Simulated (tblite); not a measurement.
## C₆H₄F₃O: geometry relaxation (part 1 of 2)

C₆H₄F₃O, multiplicity 2, computed with GFN2-xTB geometry optimisation, gas phase (tblite 0.8.0).

It belongs to a series of runs on one base structure; here: H removed from sp2 C.

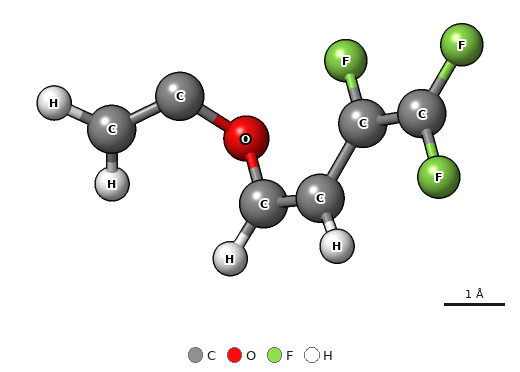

**Figure 1.** The input geometry (ball-and-stick view, seen at a tilt).

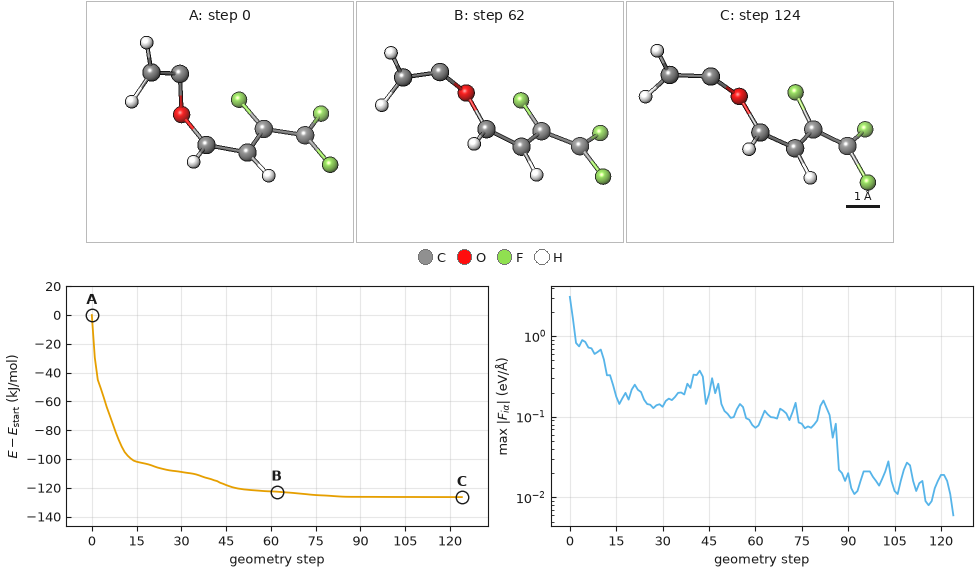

**Figure 2.** Frames of the relaxation (ball-and-stick view, seen at a tilt) above the curves, on which the letters mark them (steps are counted from 0).

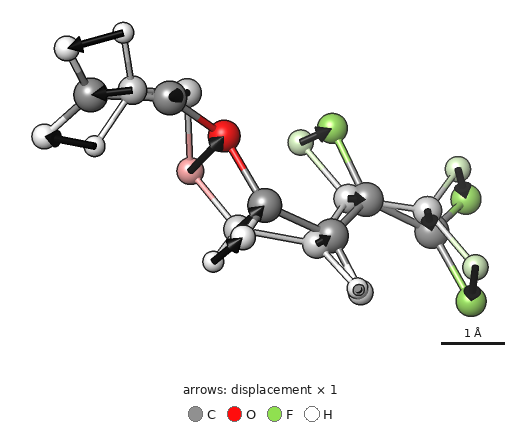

**Figure 3.** Start (faint) and end (solid) with the displacements as black arrows, at true length (ball-and-stick view, seen at a tilt). The two geometries are laid on each other by the best rigid fit. H11 moves most after the best rigid fit: 1.03 Å. By element the largest moves are H 1.03 Å, O 1.01 Å, F 0.84 Å, C 0.78 Å. Among the contacts that change: C2–O3 1.408 → 1.293 Å, O3–C4 1.399 → 1.333 Å, C8–F10 1.378 → 1.333 Å, C4–C5 1.329 → 1.362 Å. Among the angles that change: C1–C2–O3 113.5° → 143.4°, C2–O3–C4 112.2° → 124.4°, F9–C8–F10 121.7° → 111.1°. Over 124 geometry steps the energy falls by 126.4 kJ/mol. The largest force component goes from 3.1 to 0.006 eV/Å. (Atoms are counted from 1 in the order of the input.)

These pictures come from the run below.

**Input file**
```
{"job": {"kind": "relax", "xc": "GFN2-xTB", "basis": "xTB"}, "charge": 0, "multiplicity": 2}
C     -2.863300     0.960600     0.326800
C     -1.565100     1.179600     0.460800
O     -0.834100     0.957800    -0.721900
C     -0.585300    -0.401500    -0.942400
C      0.595700    -0.913900    -0.613300
C      1.587300     0.002900    -0.064700
F      1.333200     1.327700     0.131600
C      2.817900    -0.442100     0.280600
F      3.748700     0.386700     0.796000
F      3.071800    -1.782100     0.082100
H     -3.259100     0.656300    -0.657000
H     -3.565900     1.087200     1.175500
H     -1.347700    -1.065300    -1.340500
H      0.865100    -1.954200    -0.757700
```

The first line tells a small driver script what to run in tblite; the rest is the geometry in Å.

Launched with:
```bash
OMP_NUM_THREADS=1 python <driver script> task.json out
```

**Output**
```
step      E/eV     max force
  0    -896.09529    3.305
  1    -896.40166    1.754
  2    -896.56148    0.930
  3    -896.62261    0.774
  4    -896.68833    0.992
  5    -896.75757    0.908
  6    -896.81683    0.742
  7    -896.87715    0.776
  8    -896.93798    0.606
  9    -896.99274    0.668
 10    -897.04114    0.703
 11    -897.08083    0.554
 12    -897.10694    0.432
 13    -897.12695    0.331
 14    -897.14266    0.276
 15    -897.15048    0.236
 16    -897.15563    0.192
 17    -897.16020    0.180
 18    -897.16482    0.210
 19    -897.17014    0.202
 20    -897.17700    0.231
 21    -897.18508    0.264
 22    -897.19245    0.248
 23    -897.19813    0.228
 24    -897.20346    0.186
 25    -897.20847    0.194
 26    -897.21267    0.182
 27    -897.21574    0.165
 28    -897.21814    0.171
 29    -897.22084    0.182
 30    -897.22428    0.190
 31    -897.22789    0.180
 32    -897.23097    0.173
 33    -897.23383    0.164
 34    -897.23732    0.187
 35    -897.24233    0.256
 36    -897.24924    0.266
 37    -897.25735    0.200
 38    -897.26470    0.316
 39    -897.27034    0.235
 40    -897.27631    0.366
 41    -897.28424    0.363
 42    -897.29015    0.441
 43    -897.30198    0.349
 44    -897.30946    0.179
 45    -897.31850    0.196
 46    -897.32626    0.342
 47    -897.33352    0.240
 48    -897.33891    0.267
 49    -897.34362    0.168
 50    -897.34668    0.150
 51    -897.34996    0.136
 52    -897.35189    0.130
 53    -897.35406    0.124
 54    -897.35574    0.143
 55    -897.35737    0.161
 56    -897.35896    0.137
 57    -897.36071    0.104
 58    -897.36230    0.112
 59    -897.36340    0.092
 60    -897.36416    0.085
 61    -897.36494    0.088
 62    -897.36608    0.097
 63    -897.36791    0.138
 64    -897.36972    0.126
 65    -897.37127    0.105
 66    -897.37273    0.102
 67    -897.37443    0.117
 68    -897.37642    0.127
 69    -897.37850    0.122
 70    -897.38053    0.117
 71    -897.38252    0.104
 72    -897.38451    0.118
 73    -897.38686    0.153
 74    -897.38887    0.094
 75    -897.39050    0.104
 76    -897.39178    0.075
 77    -897.39284    0.080
 78    -897.39369    0.082
 79    -897.39488    0.081
 80    -897.39629    0.106
 81    -897.39793    0.157
 82    -897.39947    0.173
 83    -897.40085    0.137
 84    -897.40200    0.108
 85    -897.40277    0.056
 86    -897.40310    0.095
 87    -897.40332    0.027
 88    -897.40338    0.021
 89    -897.40344    0.017
 90    -897.40349    0.020
 91    -897.40354    0.014
 92    -897.40357    0.013
 93    -897.40361    0.014
 94    -897.40366    0.017
 95    -897.40375    0.022
 96    -897.40389    0.022
 97    -897.40403    0.022
 98    -897.40412    0.022
 99    -897.40419    0.018
100    -897.40425    0.017
101    -897.40433    0.023
102    -897.40439    0.027
103    -897.40444    0.031
104    -897.40446    0.017
105    -897.40448    0.016
106    -897.40450    0.018
107    -897.40452    0.022
108    -897.40457    0.029
109    -897.40464    0.033
110    -897.40473    0.025
111    -897.40480    0.017
112    -897.40484    0.018
113    -897.40488    0.019
114    -897.40492    0.021
115    -897.40496    0.012
116    -897.40499    0.010
117    -897.40500    0.012
118    -897.40501    0.016
119    -897.40503    0.018
120    -897.40506    0.021
121    -897.40511    0.021
122    -897.40517    0.018
123    -897.40523    0.012
124    -897.40526    0.007
```

**Trajectory as extended XYZ (Å, eV, eV/Å), 16 of the 125 frames kept, from step=0 to step=124**
```
14
Properties=species:S:1:pos:R:3:forces:R:3 step=0 energy=-896.09529
C    -2.8633    0.9606    0.3268   -0.3410   0.3020   1.5690
C    -1.5651    1.1796    0.4608   -0.9260  -0.8020  -3.0700
O    -0.8341    0.9578   -0.7219   -0.1000  -1.1920   1.2120
C    -0.5853   -0.4015   -0.9424   -0.4180   0.8910   0.0980
C     0.5957   -0.9139   -0.6133    0.5910   0.7850   0.1380
C     1.5873    0.0029   -0.0647    0.8920  -0.1890   0.3230
F     1.3332    1.3277    0.1316    0.3700  -1.0920  -0.1230
C     2.8179   -0.4421    0.2806   -0.5760  -0.0400  -0.1970
F     3.7487    0.3867    0.7960   -0.2820  -1.4600  -0.4270
F     3.0718   -1.7821    0.0821    0.5890   1.7790   0.5960
H    -3.2591    0.6563   -0.6570    0.0210   0.2090   0.6380
H    -3.5659    1.0872    1.1755    0.5660  -0.1010  -0.8790
H    -1.3477   -1.0653   -1.3405   -0.3370   0.5140   0.0670
H     0.8651   -1.9542   -0.7577   -0.0480   0.3960   0.0550
14
Properties=species:S:1:pos:R:3:forces:R:3 step=8 energy=-896.93798
C    -2.9943    0.9414    0.3312   -0.1630   0.0670  -0.3480
C    -1.7186    1.1885    0.2026   -0.6010  -0.0080   0.0790
O    -0.8012    0.9401   -0.6951   -0.1250   0.0020  -0.0020
C    -0.5852   -0.3824   -0.9642    0.0690   0.1070   0.1530
C     0.6379   -0.8686   -0.6596    0.2980  -0.0160   0.1800
C     1.6634   -0.0213   -0.0682    0.1890  -0.3720  -0.1410
F     1.4154    1.2942    0.1488    0.2840  -0.4760  -0.0330
C     2.8814   -0.4765    0.2944    0.0240   0.0640  -0.0350
F     3.8745    0.2299    0.8165   -0.1750   0.2890   0.0560
F     3.2994   -1.7347    0.1741   -0.3460  -0.1090  -0.1670
H    -3.5312    0.6227   -0.5784   -0.1340  -0.0070   0.4820
H    -3.5811    1.1372    1.2196    0.2680   0.0180  -0.3230
H    -1.4637   -0.9557   -1.2850    0.5160   0.0770   0.1960
H     0.9028   -1.9152   -0.7811   -0.1040   0.3640  -0.0960
14
Properties=species:S:1:pos:R:3:forces:R:3 step=17 energy=-897.16020
C    -3.1468    0.9550    0.2598   -0.1100  -0.0370  -0.0350
C    -1.8914    1.2008    0.0587    0.0150   0.0390   0.1140
O    -0.8240    0.9890   -0.6441   -0.0870  -0.1170   0.0420
C    -0.5234   -0.3131   -0.9027    0.0200  -0.1010  -0.0210
C     0.7050   -0.8313   -0.6604   -0.0330   0.0190  -0.0240
C     1.7710   -0.0679   -0.0889   -0.0420  -0.0450  -0.0660
F     1.5523    1.2430    0.1560    0.0750  -0.0610  -0.0230
C     2.9713   -0.5379    0.2876    0.0350   0.0770   0.0270
F     3.9050    0.2161    0.8516    0.1650  -0.0510   0.0510
F     3.3712   -1.8005    0.1676   -0.0550   0.0130  -0.0550
H    -3.8354    0.5470   -0.4809    0.0570   0.0040   0.0130
H    -3.5923    1.2217    1.2046   -0.0900   0.0920  -0.0750
H    -1.3552   -0.9470   -1.1879    0.0230  -0.0020   0.0260
H     0.8921   -1.8754   -0.8654    0.0270   0.1700   0.0260
14
Properties=species:S:1:pos:R:3:forces:R:3 step=25 energy=-897.20847
C    -3.2247    0.9772    0.2570   -0.0790  -0.0290  -0.1020
C    -1.9505    1.1760    0.1237   -0.0040   0.0610  -0.0270
O    -0.8761    0.9481   -0.5740   -0.0830  -0.0920   0.1440
C    -0.5210   -0.3336   -0.8418    0.1030  -0.0360  -0.0440
C     0.7422   -0.7889   -0.6664   -0.0040  -0.0770   0.0330
C     1.8272   -0.0363   -0.1046   -0.1040   0.0130  -0.0320
F     1.6273    1.2744    0.1356    0.0080   0.0500   0.0270
C     3.0122   -0.5435    0.2768   -0.0620   0.0050  -0.0690
F     3.9908    0.1306    0.8657   -0.0050  -0.0070  -0.0490
F     3.3438   -1.8199    0.1046    0.0270  -0.0750  -0.0020
H    -3.8580    0.5072   -0.5005    0.0570   0.0860   0.0610
H    -3.7427    1.3486    1.1285    0.0200  -0.0720  -0.0870
H    -1.3091   -1.0182   -1.1472    0.0230   0.1390   0.1340
H     0.9379   -1.8221   -0.9018    0.1060   0.0320   0.0150
14
Properties=species:S:1:pos:R:3:forces:R:3 step=33 energy=-897.23383
C    -3.2607    0.9875    0.2208   -0.0550  -0.0160  -0.0480
C    -1.9762    1.1675    0.1740   -0.0130  -0.0420  -0.0390
O    -0.8672    0.9195   -0.4564   -0.1050  -0.0330   0.0120
C    -0.5146   -0.3478   -0.7836    0.0230  -0.0360   0.1410
C     0.7605   -0.7823   -0.6527   -0.0200   0.0070  -0.0170
C     1.8365   -0.0116   -0.1091    0.0040   0.0050  -0.0350
F     1.6598    1.2990    0.1378   -0.0230   0.0190   0.0180
C     3.0171   -0.5501    0.2333    0.0450   0.0200   0.0370
F     4.0202    0.0895    0.8140    0.1150   0.0200  -0.0130
F     3.3014   -1.8386    0.0569    0.0590  -0.0300  -0.0070
H    -3.8585    0.5242   -0.5667    0.0830   0.0850  -0.0320
H    -3.8336    1.3692    1.0513    0.0400  -0.0590  -0.0190
H    -1.3119   -1.0328   -1.0525    0.0070   0.0700   0.0320
H     1.0267   -1.7937   -0.9113   -0.1610  -0.0090  -0.0290
14
Properties=species:S:1:pos:R:3:forces:R:3 step=41 energy=-897.28424
C    -3.3185    0.9980    0.0984   -0.2580   0.0150   0.0270
C    -2.0477    1.1167    0.3227    0.0990  -0.1310   0.0300
O    -0.8791    0.8576   -0.1709    0.2020   0.2410  -0.0020
C    -0.5102   -0.3724   -0.5561   -0.3290   0.1500   0.0260
C     0.7777   -0.7685   -0.5794    0.0360   0.0160  -0.0840
C     1.8798    0.0219   -0.1198   -0.0450  -0.0910   0.0560
F     1.6947    1.3245    0.1561    0.0410  -0.0120  -0.0280
C     3.0655   -0.5405    0.1506    0.0280  -0.0290  -0.0580
F     4.1536    0.0368    0.6232    0.1630   0.1690   0.0600
F     3.2674   -1.8399   -0.0523    0.1580  -0.1800  -0.0390
H    -3.7582    0.6840   -0.8512    0.0580   0.1010   0.0700
H    -4.0097    1.2943    0.8693   -0.1260  -0.0390  -0.0900
H    -1.3101   -1.0577   -0.7875   -0.1240  -0.1590  -0.0820
H     0.9941   -1.7552   -0.9476    0.0960  -0.0510   0.1150
```
